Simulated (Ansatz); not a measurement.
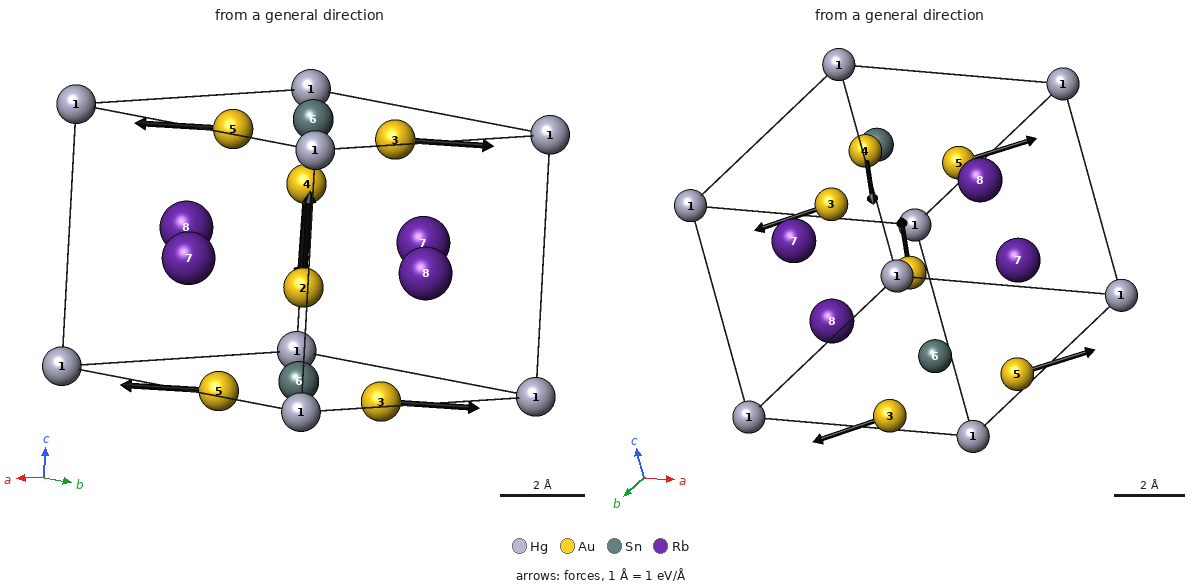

A spheres-only rendering, viewed from two general directions. The edges of the simulation cell are marked. The arrows are the computed forces on the atoms.

System: Rb2SnHgAu4. Theory: Ansatz, DFT, PAW plane waves, PBE. Numerical settings: a cutoff energy of 420 eV, a 7×7×7 grid in reciprocal space, Gaussian smearing of 0.082 eV, no spin polarisation.

Question: Is the structure at a minimum of the energy?

Answer: No. The atoms still feel forces of up to about 1.9 eV/Å, far above a usual threshold of 0.01 to 0.03 eV/Å.

Question: Name the atom under the greatest force.

Answer: All Au atoms, about 1.9 eV/Å.

Origin: a generated cell, made by putting these elements into a known structure type (the compound may or may not exist in this form); unrelaxed. It was run through Ansatz as a DFT input.
